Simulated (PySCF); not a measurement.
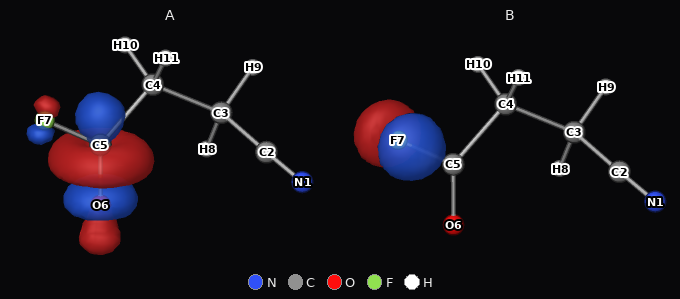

Figure. C4H4FNO, SMILES `N#CCCC(=O)F`. Intrinsic bond orbitals (IBO), occupied and valence-virtual; each surface holds about 80 % of the orbital's density. Energies are diagonal elements of the Fock matrix.

Level of theory: B3LYP/def2-SVPD (PySCF), at a geometry from GFN2-xTB. No frequency check shows the geometry to be a minimum.

Input

```python
import numpy as np
from pyscf import gto, scf, dft, lo
from pyscf.data.elements import chemcore

def solve(mol, dm0=None, hcore=None):
    mf = (dft.UKS if mol.spin else dft.RKS)(mol, xc='b3lyp')
    mf.grids.level = 3
    mf = mf.density_fit(auxbasis='def2-universal-jkfit')
    mf.conv_tol, mf.max_cycle = 1e-8, 80
    if hcore is not None:
        mf.get_hcore = lambda *args: hcore
    mf.kernel(dm0)
    if not mf.converged:
        mf = mf.newton().run(mf.mo_coeff, mf.mo_occ, max_cycle=30)
    assert mf.converged, 'SCF not converged'
    return mf

mol = gto.M(atom='''
N     -2.55135     0.88541     0.62886
C     -1.90083     0.11717     0.09023
C     -1.07617    -0.87365    -0.56126
C      0.26748    -1.02171     0.15972
C      1.16058     0.14816    -0.10621
O      1.04528     1.03239    -0.87495
F      2.26620     0.08289     0.68927
H     -0.91399    -0.56099    -1.59656
H     -1.61560    -1.82421    -0.55797
H      0.79182    -1.91780    -0.18675
H      0.13288    -1.11975     1.24052
''', basis='def2-svpd', charge=0, spin=0, verbose=4)
mf = solve(mol)
occ_all = mf.mo_coeff[:, mf.mo_occ > 0]
occ = occ_all[:, chemcore(mol):]
loc = lo.ibo.ibo(mol, occ, iaos=lo.iao.iao(mol, occ_all))
fock, s = mf.get_fock(), mf.get_ovlp()
ortho = lo.orth_ao(mol, 'meta_lowdin')
ortho = lo.vec_lowdin(lo.iao.iao(mol, occ_all), s)
labels = lo.iao.reference_mol(mol).ao_labels(fmt=None)
vir = lo.vvo.livvo(mol, occ_all, mf.mo_coeff[:, mf.mo_occ == 0])
both = np.hstack([loc, vir])
p = (ortho.T @ s @ both) ** 2
pop = np.array([p[[l[0] == a for l in labels]].sum(0) for a in range(mol.natm)])
spd = np.array([[p[[l[0] == a and l[2][-1] == k for l in labels]].sum(0) for k in 'spd'] for a in range(mol.natm)])
eps = np.einsum('pi,pq,qi->i', both, fock, both)
for i in np.argsort(eps):
    top = np.argsort(-pop[:, i])[:3]
    print('%3d %s %9.4f Eh ' % (i + 1, 'occ' if i < loc.shape[1] else 'vir', eps[i]), '  '.join('%s%d %.3f' % (mol.atom_symbol(a), a + 1, pop[a, i]) for a in top))
np.savez('result.npz', c=both, nocc=loc.shape[1], pop=pop, spd=spd, eps=eps, e=mf.e_tot)
```

Command:

```sh
OMP_NUM_THREADS=1 python input.py
```

The run took 31 s on 1 thread of Intel(R) Xeon(R) Processor @ 2.70GHz (shared host), peak memory 0.69 GiB.

Question: Name the orbitals, with their atomic make-up and energies.

Answer: By panel:
- A: σ* orbital C5–O6 (C5 60 %, O6 38 %; 15.1 eV)
- B: lone pair on F7 (p-type) (F7 94 %, C5 4 %; −13.1 eV)

Question: How do all the valence pairs divide up?

Answer: 19 pairs: 10 σ bonds, 6 lone pairs and 3 two-centre π bonds.
